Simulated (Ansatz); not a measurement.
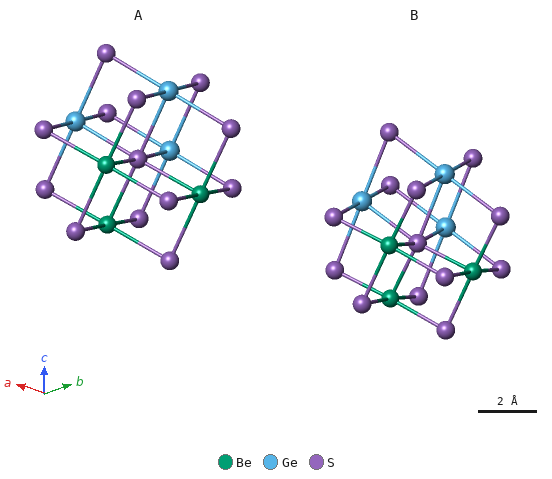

Two geometries of a crystal of Be₃GeS₄ (built on the Mg3ZnO4-166 type type), drawn at one scale. One is the start of a relaxation, the other its converged end. The picture is a ball-and-stick view of the atoms within 4.2 Å of the atom that moves most (axes of the conventional cell (3 times the calculation's cell)), seen from a free direction. Lengths and directions refer to the drawn axes.

All numbers below come from Ansatz 0.2.0, DFT, PBEsol, plane waves, PAW. Settings: plane-wave cutoff 420 eV; k-point mesh 6 × 6 × 6; occupations fermi dirac; smearing width 0.03 eV; no spin polarisation; cell and atoms relaxed; force threshold 0.01 eV/Å; at most 120 steps.

Which geometry has the lower energy?

Answer. Structure B is the relaxed one. After 6 accepted moves (7 points after the start) the energy has fallen by 421 meV per atom. The largest force component goes from 1.1 to 0.0027 eV/Å. The pressure goes from −16.44 to −0.01 GPa. The SCF was repeated once at an unchanged geometry on a basis and grid sized afresh for the cell, which shifted the energy by 0.3 meV per atom at most. The largest moves relative to the cell, 0.32 Å, are those of S atoms. By element the largest moves are S 0.32 Å, Be 0.16 Å. Ge stays in place. Cell: a = b 3.782 → 3.361 Å (−11.1 %), c 36.959 → 33.743 Å (−8.7 %). Volume −27.9 %. Some distances before and after: Be–S 2.645 → 2.282 Å, Be–S 2.669 → 2.360 Å, Ge–S 2.705 → 2.630 Å. Among the angles between lasting bonds that change: Ge–S–Ge 88.7° → 79.4°, S–Ge–S 91.3° → 100.6°, S–Ge–S 88.7° → 79.4°. The space group stays R-3m (No. 166). Cost: 22 s on 4 threads of Arm Neoverse V1 (shared host), peak memory 0.55 GiB.
